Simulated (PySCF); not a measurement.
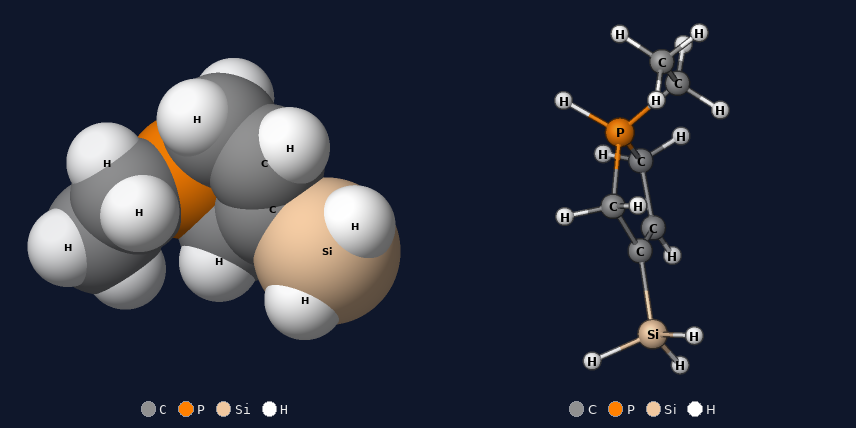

The same structure drawn twice, from different directions.

The species has charge +1 and is a spin singlet.

Description:

It has 22 atoms: 6 carbon, 14 hydrogen, 1 phosphorus and 1 silicon (C₆H₁₄PSi⁺). SMILES: `CC[P@H+]1CC=C([SiH3])C1`. Independent rings (smallest set): 1 of 5 members. Among its groups: alkene, Si–H bond. The point group is C1. Coordination: 4 C tetrahedral; 1 P tetrahedral; 2 C trigonal planar; 1 Si tetrahedral.

The parts below concern this one geometry. Atoms keep their numbers from picture to picture. The computed structure is the end point of a PBE0-D3(BJ)/def2-SVP optimisation. No frequency run is at hand to confirm it as a minimum.

### Shape

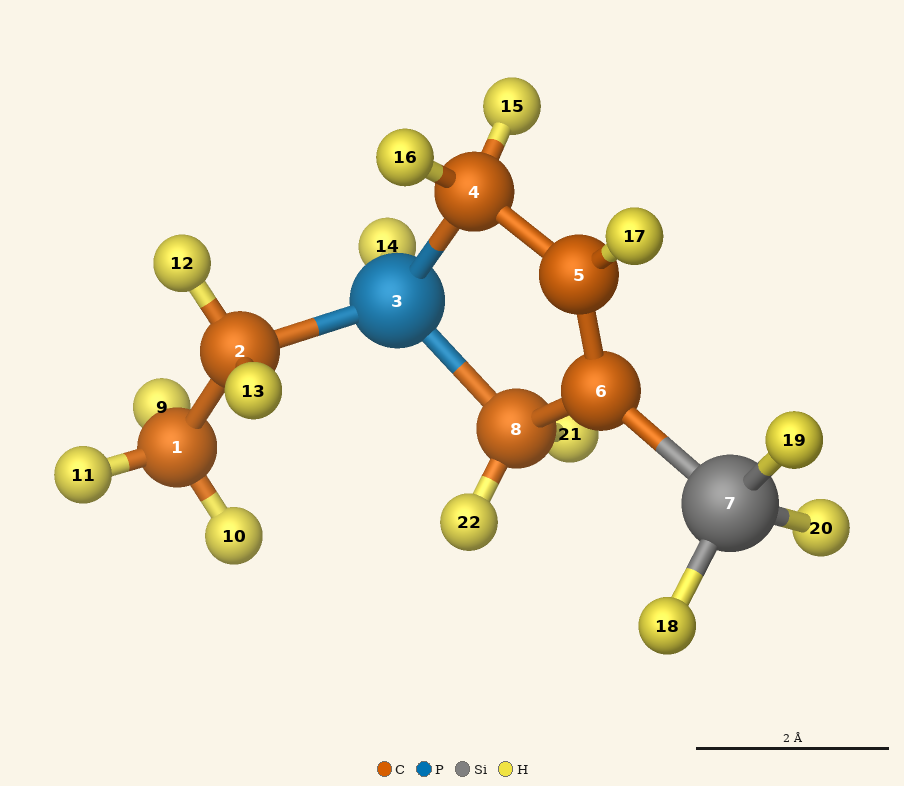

Atoms carry their numbers in the input. No frequency run is at hand to confirm it as a minimum.

Which atoms are bonded, and how long are the bonds? Leave out bonds to hydrogen.

```json
{"bond": "C1–C2", "length (Å)": "1.524", "order": "single"}
{"bond": "C2–P3", "length (Å)": "1.807", "order": "single"}
{"bond": "P3–C4", "length (Å)": "1.821", "order": "single"}
{"bond": "P3–C8", "length (Å)": "1.825", "order": "single"}
{"bond": "C4–C5", "length (Å)": "1.510", "order": "single"}
{"bond": "C5–C6", "length (Å)": "1.344", "order": "double"}
{"bond": "C6–Si7", "length (Å)": "1.895", "order": "single"}
{"bond": "C6–C8", "length (Å)": "1.517", "order": "single"}
```

### NMR shielding

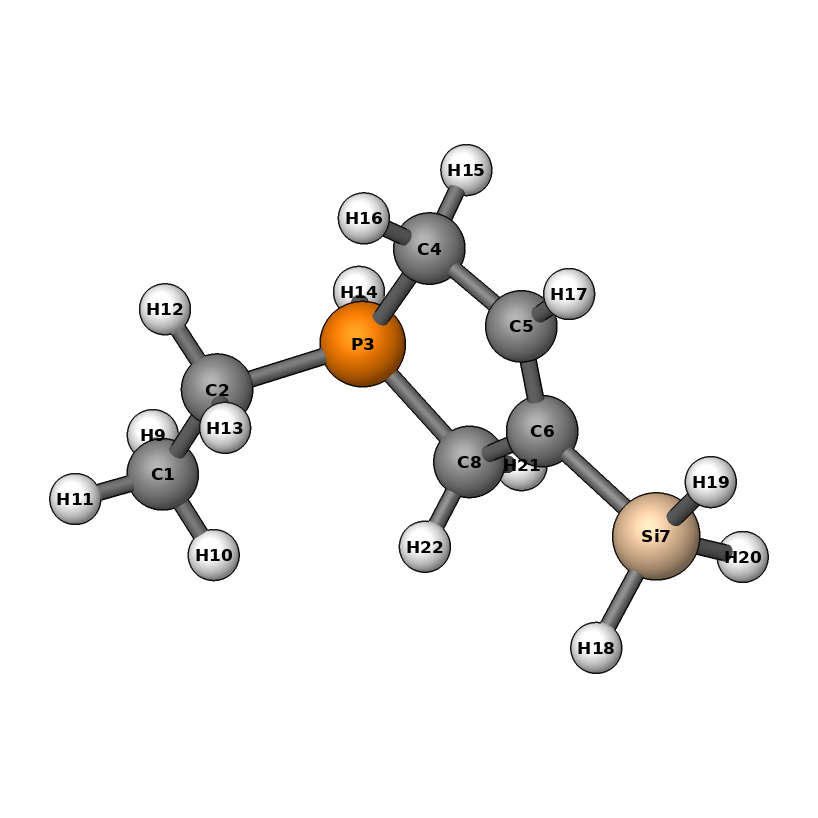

No frequency run is at hand to confirm it as a minimum. Properties computed with GIAO PBE0/pcSseg-1 NMR shielding, non-relativistic, IEF-PCM dichloromethane (PySCF 2.14.0). Principal shieldings σ11 ≤ σ22 ≤ σ33, span Ω = σ33 − σ11, skew κ = 3(σiso − σ22)/Ω.

Give the shielding tensors of the P atoms.

```csv
atom,σ11,σ22,σ33,σiso,Ω,κ
P3,228.3,332.7,346.9,302.6,118.6,−0.76
```

Shieldings and span in ppm.

### Excitation

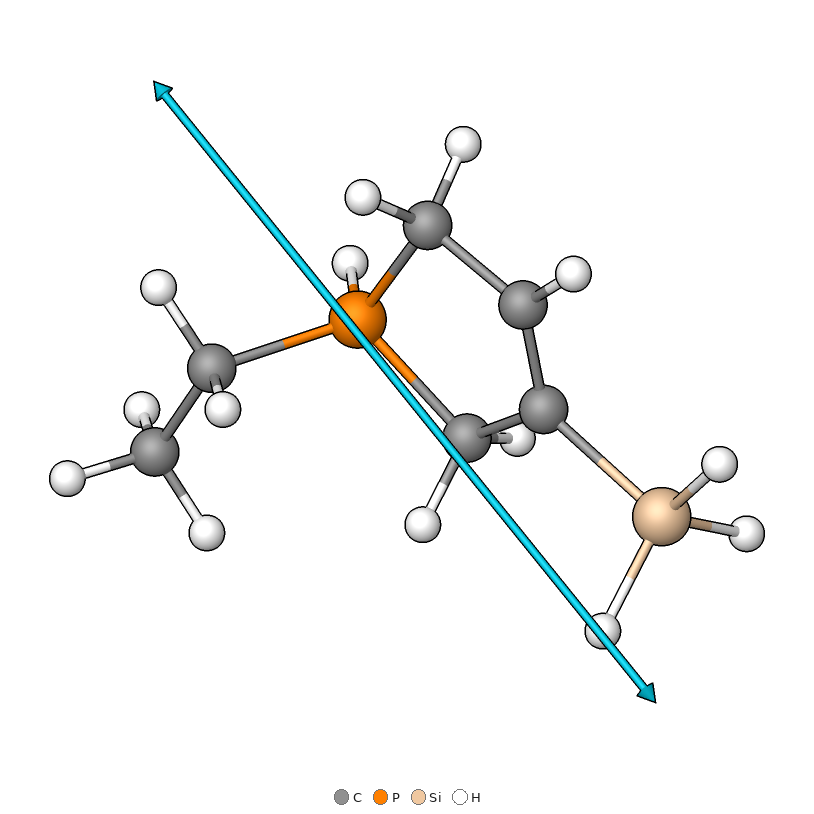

The double arrow shows the direction of the transition dipole to excited singlet state 2 (its length means nothing). No frequency run is at hand to confirm it as a minimum. Level of theory: TDDFT B3LYP/def2-SVPD, vertical, gas phase, core orbitals frozen in the response (PySCF 2.14.0).

> Give its energy, strength and character.

6.37 eV (195 nm), oscillator strength 0.048, mainly HOMO → LUMO+2 (weight 0.66); transition dipole 1.41 D.

### Ring current

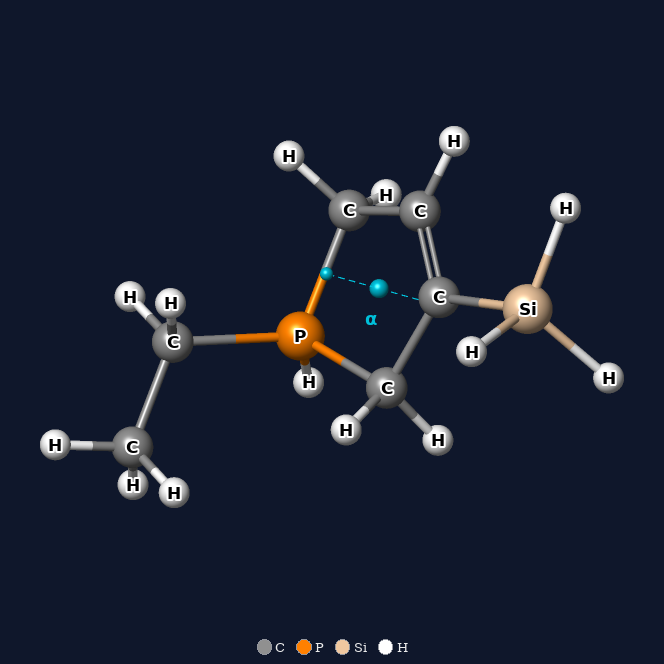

The small points mark where nucleus-independent chemical shifts (NICS) were computed: at the centre of each lettered ring and 1 Å above and below it. No frequency run is at hand to confirm it as a minimum. Properties computed with GIAO PBE0/pcSseg-1 NMR shielding, non-relativistic, IEF-PCM chloroform (PySCF 2.14.0).

Give NICS(0), NICS(1) and the out-of-plane component NICS(1)zz for each ring (means of the two sides).

```tsv
ring	members	NICS(0)	NICS(1)	NICS(1)zz
α	C4P	−3.0	−3.9	−3.3
```

Values in ppm.

> What do the values say about the ring currents?

Ring α: weak, as in a non-aromatic ring. NICS is one index among several.
